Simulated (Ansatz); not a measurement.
The calculation's input:

```
crystal:
  periodic: [false, false, false]
  atoms:
    - { symbol: Zr, position_ang: [0.0, 0.0, 0.0] }
    - { symbol: Cl, position_ang: [0.0, 0.0, 2.87] }
    - { symbol: Cl, position_ang: [2.3764, 0.0, -0.8392] }
    - { symbol: O, position_ang: [-0.975, 1.6891, -0.6893] }
    - { symbol: H, position_ang: [-1.9328, 1.4584, -0.9117] }
    - { symbol: Cl, position_ang: [-1.1869, -2.0563, -0.8392] }
    - { symbol: S, position_ang: [1.4875, -2.2588, 0.8987] }
    - { symbol: H, position_ang: [0.7024, -3.4121, 0.7815] }
    - { symbol: H, position_ang: [0.8784, -1.3339, 2.2626] }
basis:
  gaussian: { orbitals: def2-SVP }
hamiltonian:
  xc: blyp
relax:
  f_tol: 0.15
  max_steps: 25
  restrain:
    - { distance: [0, 6], at: 3.75, k: 30.0 }
    - { distance: [8, 1], at: 2.57, k: 30.0 }
    - { distance: [0, 1], at: 2.52, k: 30.0 }
    - { distance: [8, 6], at: 1.4, k: 30.0 }
output:
  orbitals: {}
```

Run with:

```sh
ansatz run input.yaml --threads 4 --pin off --max-ram 5120MiB --backend cpu --events-out ev --progress --plain --runs-dir out
```

The fields are those of the run's last geometry, not of the input's.

Core potentials replace the inner electrons of Zr; not at a stationary point (largest force 0.9 eV/Å).

These are results of Ansatz, RKS BLYP/def2-SVP, not measurements.

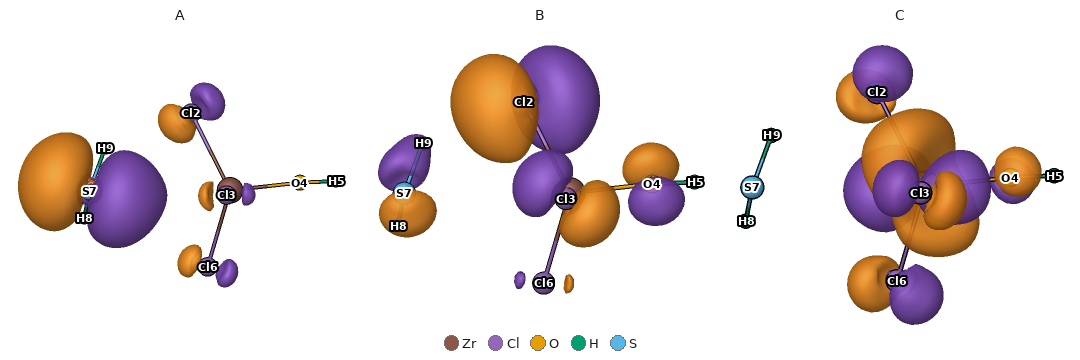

Cl$_{3}$HOZr···H$_{2}$S. Three frontier orbitals at ±0.1 Å⁻³ᐟ² (orange and purple are the two phases), in no order.

> Order the three orbitals by energy and name them.

B is the HOMO−1 (−7.36 eV). It lies mainly on Cl2 (about 65 %), Cl3 (about 10 %) and O4 (about 5 %); largely a lone pair of Cl2. A is the HOMO (−6.19 eV). It lies mainly on S7 (about 80 %); largely a lone pair of S7. C is the LUMO (−2.60 eV). By Hirshfeld shares it lies mainly on Zr1 (about 70 %), Cl6 (about 10 %), Cl2 (about 10 %) and Cl3 (about 5 %).

> What is the HOMO–LUMO gap?

3.59 eV between the orbital energies.
